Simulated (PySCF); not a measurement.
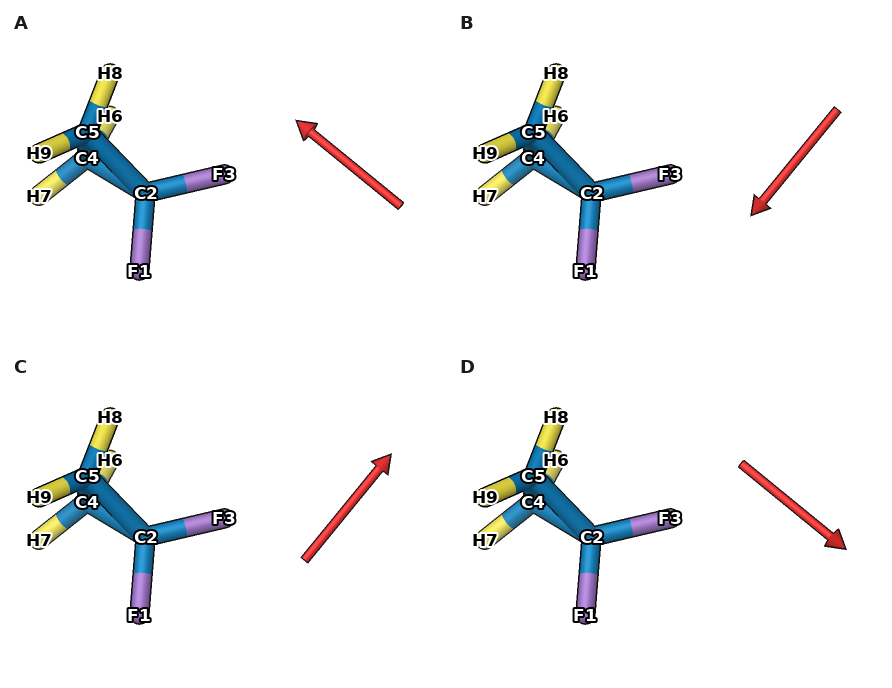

The same molecule four times, each with an arrow. The geometry was computed by an optimisation with GFN2-xTB. No frequency run is at hand to confirm it as a minimum. Properties computed with CAM-B3LYP/def2-SVPD, gas phase (PySCF 2.14.0).

Question: Which arrow points along the dipole moment, from the negative to the positive end?

Answer: A. The dipole moment is 2.49 D; it points from the side of F1, F3 to the side of H6, H7, H8, H9 (the outermost atoms at the two ends).
